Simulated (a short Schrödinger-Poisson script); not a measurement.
Stack: symmetric double-gate stack, SiO2 on p-type Si(100), at 400 K.

| layer | material | thickness (nm) | Na (cm⁻³) |
|---|---|---|---|
| 1 | SiO2 | 1.6 | - |
| 2 | Si | 20 | 5e15 |
| 3 | SiO2 | 1.6 | - |

The device is made up for the run: typed textbook-type constants, with dimensions and the other settings drawn at random. SiO2: permittivity 3.9, conduction-band edge (eV) 3.15, gap (eV) 9, electron mass (mₑ) 0.5. Si: permittivity 11.7, conduction-band edge (eV) 0, gap (eV) 1.124, Nv at 300 K (cm⁻³) 3.1e19.

Channel valleys (confinement mass, in-plane density-of-states mass, number): Δ2 0.916, 0.19, 2; Δ4 0.19, 0.417, 4. At the gates, both at one voltage, the conduction-band edge of layer 1 lies 3.17 eV − eVg above the Fermi level of the channel. Gaps are held at their typed values at every temperature. Mesh 0.03 nm at interfaces.

From a short Schrödinger-Poisson script (our own, NumPy): 1D Poisson equation in equilibrium, electrons quantum, Hartree (BenDaniel-Duke, 12 states a valley, the channel's in-plane mass for all, wave functions free to enter the dielectric), parabolic valleys, classical holes, full ionisation, no traps, pinning or gate leakage.

Only gate voltages with over 1e8 electrons/cm² are shown.

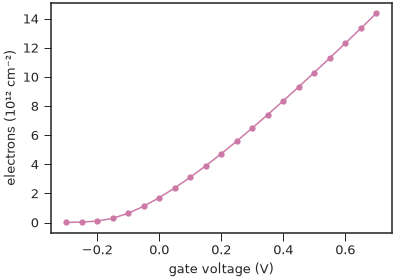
Figure. Sheet density against gate voltage

```tsv
Vg (V)	electrons (cm⁻²)	C (μF/cm²)	Δ2 E0 (meV)	Δ2 E1 (meV)	Δ4 E0 (meV)	Δ4 E1 (meV)
-0.3	6.48e9	0.0301	322.2	325.1	325.8	339.3
-0.25	2.65e10	0.119	273.7	276.5	277.2	290.7
-0.2	9.81e10	0.385	228.9	231.3	232.5	245.5
-0.15	2.88e11	0.862	192.3	193.6	196.3	207.9
-0.1	6.34e11	1.35	164.4	164.7	170.4	180.0
-0.05	1.12e12	1.73	142.3	142.3	152.5	159.7
0	1.70e12	2.03	124.1	124.1	139.2	144.5
0.05	2.37e12	2.26	108.8	108.8	128.8	132.5
0.1	3.11e12	2.44	95.7	95.7	120.2	122.7
0.15	3.89e12	2.60	84.4	84.4	112.8	114.6
0.2	4.72e12	2.72	74.4	74.4	106.5	107.8
0.25	5.59e12	2.83	65.5	65.5	100.9	101.8
0.3	6.49e12	2.92	57.5	57.5	95.9	96.6
0.35	7.41e12	3.00	50.2	50.2	91.5	92.0
0.4	8.36e12	3.06	43.6	43.6	87.5	87.9
0.45	9.32e12	3.12	37.5	37.5	83.9	84.2
0.5	1.03e13	3.17	31.8	31.8	80.5	80.8
0.55	1.13e13	3.22	26.5	26.5	77.5	77.7
0.6	1.23e13	3.26	21.5	21.5	74.6	74.8
0.65	1.33e13	3.29	16.9	16.9	72.0	72.1
0.7	1.44e13	3.32	12.4	12.4	69.5	69.6
```

Subbands count from the Fermi level. The capacitance is that of both gates.
